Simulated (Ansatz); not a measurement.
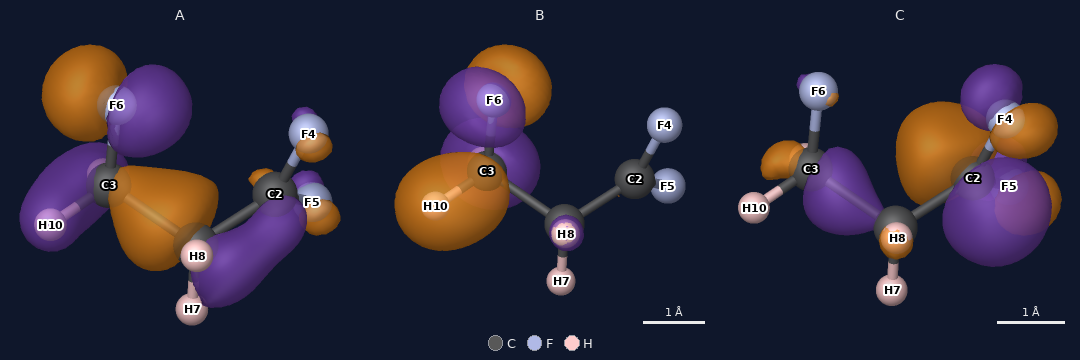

The picture shows: C₃H₄F₃ (SMILES FCC[C+](F)F) (charge +1). Three frontier orbitals at ±0.15 Å⁻³ᐟ² (orange and purple are the two phases), in no order.

Geometry: r2SCAN-D4/def2-SVP.

The calculation used isolated molecule in a Gaussian basis; Kohn-Sham density functional theory, functional PBE0 (Ansatz).

```xyz
10

C    -0.3902    1.2355    0.1008
C    -0.1780   -0.1648   -0.1384
C     0.8963    1.8103    0.8401
F    -0.3676   -1.0325    0.7472
F     0.3036   -0.6159   -1.2093
F     1.0878    1.0966    1.9692
H    -0.5269    1.7737   -0.8496
H    -1.2443    1.3609    0.7858
H     1.7769    1.7400    0.1812
H     0.6554    2.8623    1.0659
```

> Which picture is the HOMO−1, the HOMO and the LUMO?

A is the HOMO−1 (−15.88 eV). By Hirshfeld shares it lies mainly on F6 (about 50 %), C1 (about 15 %) and C3 (about 15 %). B is the HOMO (−15.57 eV). It lies mainly on F6 (about 45 %), C3 (about 25 %), H9 (about 10 %) and H10 (about 10 %). C is the LUMO (−9.57 eV). It lies mainly on C2 (about 50 %), F5 (about 15 %), F4 (about 15 %), C1 (about 10 %) and C3 (about 10 %).

> What is the HOMO–LUMO gap?

6.00 eV between the orbital energies.
